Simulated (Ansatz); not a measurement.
# Hypothetical zinc blende BiAs, pressure series

The reference is BiAs in the zinc blende structure (space group F-43m, No. 216; a = 6.7042 Å; a hypothetical phase, not in the database extracts checked).

Cell and atoms are relaxed at each pressure.

Levels (all Ansatz, a quantum-chemistry and plane-wave program, PAW): PBE (420 eV, no spin-orbit coupling); r2SCAN (500 eV, no spin-orbit coupling).

The base cell above is that of PBE; each level relaxes its own structures.

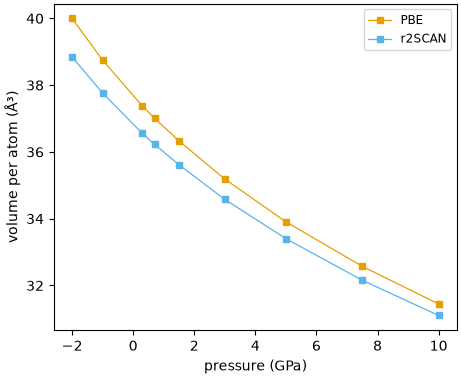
Fig. 1. Volume per atom under two levels

### Question
How do the two levels compare along the series?

### Answer
PBE lies above r2SCAN in every row, by 0.34 Å³ to 1.15 Å³. They put the cases in the same order.

Load acts through the strain it causes; cell and atoms are relaxed under it. Whether these cells are dynamically stable was not tested. No other phases were tried under pressure. All final runs are without spin polarisation.
